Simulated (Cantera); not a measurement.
A closed system holds: 1 mol Si2H6, a varied amount of CO2, equilibrated at 375 °C and 1.00 mbar.

Method: chemical equilibrium by Gibbs-energy minimisation in Cantera with the NASA 1993 tables (ideal gas, pure condensed phases). Candidate condensed phases: C, C6H6, C7H8, C8H18, H2O, Si, SiC, SiO2; 123 gas species. The feed counts by its element totals alone. The numbers say what is thermodynamically allowed, not how fast it happens.

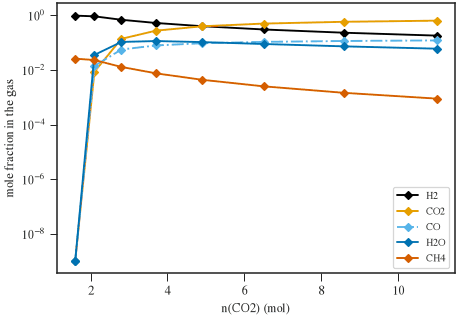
*Equilibrium gas composition (values under 1e-9 drawn at 1e-9)*

**Question.** Read off the mole fractions at 4.9 mol CO2.

**Answer.** H2 about 0.40, CO2 about 0.40, H2O about 0.10, CO about 0.095, CH4 about 0.0044.
